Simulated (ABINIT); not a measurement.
# Beyond one shot: AlGaN2 (P-4m2), part 3 of 3

Aim: iterate the self-energy on AlGaN2 (P-4m2) and follow the gap from cycle to cycle.

ABINIT 10.8.3; LDA and many-body steps on it, plane waves. Known limits of the many-body steps: not at the basis limit; no spin-orbit coupling; coarse k mesh.

So far. Step 10 (evGW, cycle 1): Against G0W0 in ABINIT (4×4×2 mesh, 45 bands, screening to 106.1 eV, Godby-Needs plasmon pole), the gap moves by +0.508 eV. Step 13 (evGW, cycle 2): Against the cycle before, the gap moves by +0.036 eV.

## (14) Screening, 4×4×2 mesh, 45 bands, screening to 106.1 eV

This step: RPA screening on LDA, plane waves, norm-conserving pseudopotentials.

Input file run.abi:

```
acell 3*1.0 Angstrom
rprim 
  3.140877048700 0.000000000000 0.000000000000
  0.000000000000 3.140877048700 0.000000000000
  0.000000000000 0.000000000000 4.423837940000
ntypat 3
znucl 13 31 7
natom 4
typat 1 2 3 3
xred 
  0.500000000000 0.500000000000 0.500000000000
  0.000000000000 0.000000000000 0.000000000000
  0.500000000000 0.000000000000 0.738264810000
  0.000000000000 0.500000000000 0.261735190000
pp_dirpath "pseudos"
pseudos "Al.upf, Ga.upf, N.upf"
ecut 45
ngkpt 4 4 2
nshiftk 1
shiftk 0 0 0
kptopt 1
chksymbreak 0
istwfk *1
occopt 1
irdwfk 1
optdriver 3
nband 45
ecuteps 3.9
inclvkb 2
awtr 1
symchi 1
gwcalctyp 10
mbpt_sciss 2.212 eV
nqptdm 1
qptdm 
  0 0 0
indata_prefix "in"
outdata_prefix "out"
tmpdata_prefix "tmp"
```

The run is started by

```bash
$ OMP_NUM_THREADS=1 mpirun -n 4 abinit run.abi > log
```

Numbers of over 12 decimals in the logs are rounded to 6 here.

What it wrote:

```text
.Version 10.8.3 of ABINIT. v10.8.2 released Aug 2026.

 Symmetries : space group P-4 m 2 (#115); Bravais tP (primitive tetrag.)
[... echo of the input left out ...]
== DATASET  1 ==================================================================
-   mpi_nproc: 4, omp_nthreads: 1 (-1 if OMP is not activated)

--- !DatasetInfo
iteration_state: {dtset: 1, }
dimensions: {natom: 4, nkpt: 12, mband: 45, nsppol: 1, nspinor: 1, nspden: 1, mpw: 4296, }
cutoff_energies: {ecut:  45.0, pawecutdg:  -1.0, }
[...]
[... chi0 elements left out ...]
 For q-point:  0.000010 0.000020 0.000030
  dielectric constant =   4.3976
  dielectric constant without local fields =   4.6950

  Average fulfillment of the sum rule on Im[epsilon] for q-point    1 :     29.08  [%]
[... wings left out ...]
== END DATASET(S) ==============================================================
================================================================================

 -outvars: echo values of variables after computation  --------
           etotal      0.0000000000E+00
            nband          45
             nkpt          12
          spgroup         115
 [... the other variables as echoed above ...]

 Calculation completed.
```

Run time: 6.8 s. Hardware: 4 MPI ranks of Arm Neoverse V1, shared host; peak memory 0.72 GiB; 27 s of CPU time.

Numbers from this step:

```
ε∞ with local fields, on this mesh, along the program's q direction : 4.398
the same without local fields                                       : 4.695
plasma frequency                                                    : 32.78 eV
plane waves in the screening matrix                                 : 107
```

This screening uses the functional's bands under a rigid shift, the mean opening of the cycle before.

## (15) Screening, 4×4×2 mesh, 45 bands, screening to 106.1 eV

This step: RPA screening on LDA from quasiparticle energies, plane waves, norm-conserving pseudopotentials.

Changes to run.abi since step 14:

```diff
@@ -31,7 +31,17 @@
 symchi 1
+irdqps 1
 gwcalctyp 10
-mbpt_sciss 2.212 eV
-nqptdm 1
+nqptdm 11
 qptdm 
-  0 0 0
+  0.2500000000 0.0000000000 0.0000000000
+  0.5000000000 0.0000000000 0.0000000000
+  0.2500000000 0.2500000000 0.0000000000
+  0.5000000000 0.2500000000 0.0000000000
+  0.5000000000 0.5000000000 0.0000000000
+  0.0000000000 0.0000000000 0.5000000000
+  0.2500000000 0.0000000000 0.5000000000
+  0.5000000000 0.0000000000 0.5000000000
+  0.2500000000 0.2500000000 0.5000000000
+  0.5000000000 0.2500000000 0.5000000000
+  0.5000000000 0.5000000000 0.5000000000
 indata_prefix "in"
```

Input file mrgscr.stdin:

```
2
merged
q0_SCR
out_SCR
1
```

The run is started by

```bash
$ OMP_NUM_THREADS=1 mpirun -n 4 abinit run.abi > log; mrgscr < mrgscr.stdin
```

What it wrote:

```text
.Version 10.8.3 of ABINIT. v10.8.2 released Aug 2026.

 Symmetries : space group P-4 m 2 (#115); Bravais tP (primitive tetrag.)
[... echo of the input left out ...]
== DATASET  1 ==================================================================
-   mpi_nproc: 4, omp_nthreads: 1 (-1 if OMP is not activated)

--- !DatasetInfo
iteration_state: {dtset: 1, }
dimensions: {natom: 4, nkpt: 12, mband: 45, nsppol: 1, nspinor: 1, nspden: 1, mpw: 4296, }
cutoff_energies: {ecut:  45.0, pawecutdg:  -1.0, }
[...]
q-point number  1        q = ( 0.250000, 0.000000, 0.000000) [r.l.u.]
--------------------------------------------------------------------------------
[... chi0 elements left out ...]
  Average fulfillment of the sum rule on Im[epsilon] for q-point    2 :     41.52  [%]

--------------------------------------------------------------------------------
  q-point number  2        q = ( 0.500000, 0.000000, 0.000000) [r.l.u.]
--------------------------------------------------------------------------------
[... chi0 elements left out ...]
  Average fulfillment of the sum rule on Im[epsilon] for q-point    3 :     35.15  [%]

 [... 9 further q-points ...]
```

Run time: 13 s. Hardware: 4 MPI ranks; peak memory 0.68 GiB.

Numbers from this step:

```
plasma frequency                    : 32.78 eV
plane waves in the screening matrix : 107
```

This screening reads the quasiparticle levels of the cycle before.

## (16) evGW, cycle 3

This step: evGW on LDA, plane waves, norm-conserving pseudopotentials.

Changes to run.abi since step 15:

```diff
@@ -25,12 +25,10 @@
 irdwfk 1
-optdriver 3
+optdriver 4
 nband 45
-ecuteps 3.9
-inclvkb 2
-awtr 1
-symchi 1
-irdqps 1
 gwcalctyp 10
-nqptdm 11
-qptdm 
+ecutsigx 45
+symsigma 1
+nkptgw 12
+kptgw 
+  0.0000000000 0.0000000000 0.0000000000
   0.2500000000 0.0000000000 0.0000000000
@@ -46,2 +44,19 @@
   0.5000000000 0.5000000000 0.5000000000
+bdgw 
+  12 23
+  12 23
+  12 23
+  12 23
+  12 23
+  12 23
+  12 23
+  12 23
+  12 23
+  12 23
+  12 23
+  12 23
+ecuteps 3.9
+irdscr 1
+ppmodel 1
+irdqps 1
 indata_prefix "in"
```

The run is started by

```bash
$ OMP_NUM_THREADS=1 mpirun -n 4 abinit run.abi > log
```

What it wrote:

```text
.Version 10.8.3 of ABINIT. v10.8.2 released Aug 2026.

 Symmetries : space group P-4 m 2 (#115); Bravais tP (primitive tetrag.)
[... echo of the input left out ...]
== DATASET  1 ==================================================================
-   mpi_nproc: 4, omp_nthreads: 1 (-1 if OMP is not activated)

--- !DatasetInfo
iteration_state: {dtset: 1, }
dimensions: {natom: 4, nkpt: 12, mband: 45, nsppol: 1, nspinor: 1, nspden: 1, mpw: 4296, }
cutoff_energies: {ecut:  45.0, pawecutdg:  -1.0, }
[...]
.  kptgw no:  3; Maximum DeltaE = (  -0.002  -0.000) for band index:  1
[...]
.  kptgw no: 11; Maximum DeltaE = (  -0.002  -0.000) for band index:  2
.  kptgw no: 12; Maximum DeltaE = (  -0.002  -0.000) for band index:  2

== END DATASET(S) ==============================================================
================================================================================

 -outvars: echo values of variables after computation  --------
           etotal      0.0000000000E+00
            nband          45
             nkpt          12
          spgroup         115
 [... the other variables as echoed above ...]

 Calculation completed.
```

Wall time 41 s (4 MPI ranks); peak memory 1.2 GiB.

Numbers from this step:

```yaml
quasiparticle_gap_on_the_mesh: 4.718 eV
gap_of_the_density_functional_on_the_mesh: 2.872 eV
k_of_the_valence_top: 0, 0, 0
k_of_the_conduction_bottom: 0, 0, 0
least_direct_quasiparticle_gap_on_the_computed_points: 4.718 eV
```

Against the cycle before, the gap moves by +0.003 eV.

## (17) Side by side

Times are wall times on 4 MPI ranks of Arm Neoverse V1, shared host, good to a factor of about two. A run's time includes the screening step that it read.

```tsv
run	mesh	bands	screening cutoff (eV)	DFT gap (eV)	gap on the mesh (eV)	direct (eV)	ε∞ used	time
G0W0	4×4×2	45	106.1	2.872	4.171	4.171	5.44	20 s
evGW0, cycle 1	4×4×2	45	106.1	2.872	4.459	4.459	5.44	57 s
evGW0, cycle 2	4×4×2	45	106.1	2.872	4.366	4.366	5.44	57 s
evGW0, cycle 3	4×4×2	45	106.1	2.872	4.366	4.366	5.44	57 s
evGW, cycle 1	4×4×2	45	106.1	2.872	4.679	4.679	4.54	60 s
evGW, cycle 2	4×4×2	45	106.1	2.872	4.715	4.715	4.41	60 s
evGW, cycle 3	4×4×2	45	106.1	2.872	4.718	4.718	4.40	61 s
```

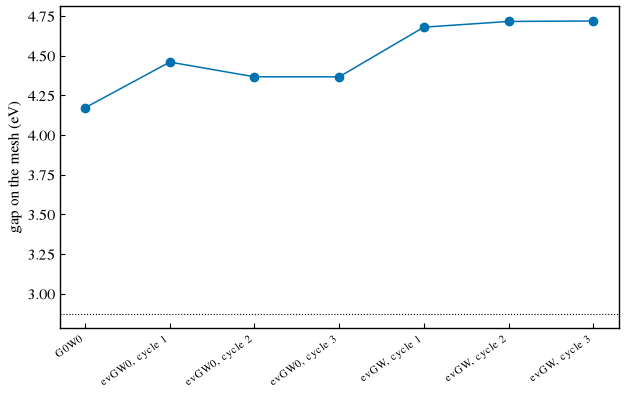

The gap through the cycles; the dotted line is the starting gap.

## (18) What came out

```yaml
g0w0: 4.171 eV
evgw0_cycle_1: 4.459 eV
evgw0_cycle_2: 4.366 eV
evgw0_cycle_3: 4.366 eV
evgw_cycle_1: 4.679 eV
evgw_cycle_2: 4.715 eV
evgw_cycle_3: 4.718 eV
known_limits: not at the basis limit; no spin-orbit coupling; coarse k mesh
```

**Reading.** Only the bands that the input lists are updated; the others, empty or deep, keep the functional's energies or take a rigid shift. The evGW loop starts from the last levels of evGW0, so its cycles and time come on top of those. evGW0 ends at 4.37 eV, +0.20 eV from G0W0, after 3 cycles that took 2 min beside the first screening; the last moved the gap by 0.000 eV. evGW ends at 4.72 eV, +0.55 eV from G0W0, after 3 cycles that took 3 min beside the first screening; the last moved the gap by 0.003 eV. The first cycle of evGW0 takes the full correction, without the factor Z, so it overshoots the one-shot value. Bands and cutoff are finite, so the gap is not at the basis limit. The miss can reach some tenths of an eV and take either sign; the mesh is an error of its own. The 4×4×2 mesh is coarse for this cell, which bears on the long-range parts of exchange and screening. In the updated screening the q = 0 part is built from Kohn-Sham bands under a rigid shift, the other q from the quasiparticle levels. The many-body steps are scalar-relativistic: spin-orbit coupling is not in them.

[Paths, hosts, dates, memory and timing lines, banners, echoed tables and standing remarks are left out of the program output.]

[Logs are printed without paths, hosts, clocks, repeated set-up lines and the standing remarks that a program may print on its own settings, such as how far it seeks lower states.]

[Runs of the session that timed out or met a known fault of the program may be left out.]

[Hosts, paths, dates, database ids (printed as entryN), source tags and the programs' standing remarks are cut or masked in the printed files.]

[G0W0 gaps are taken among the corrected bands and points alone; a level outside them can change the order at an edge.]

[Where Ansatz stands beside ABINIT at settings called matched, ABINIT's density can come from a denser mesh and the files from another edition; pairs whose starting gaps differed by over 0.03 eV were left out, so agreement reads better than it is.]
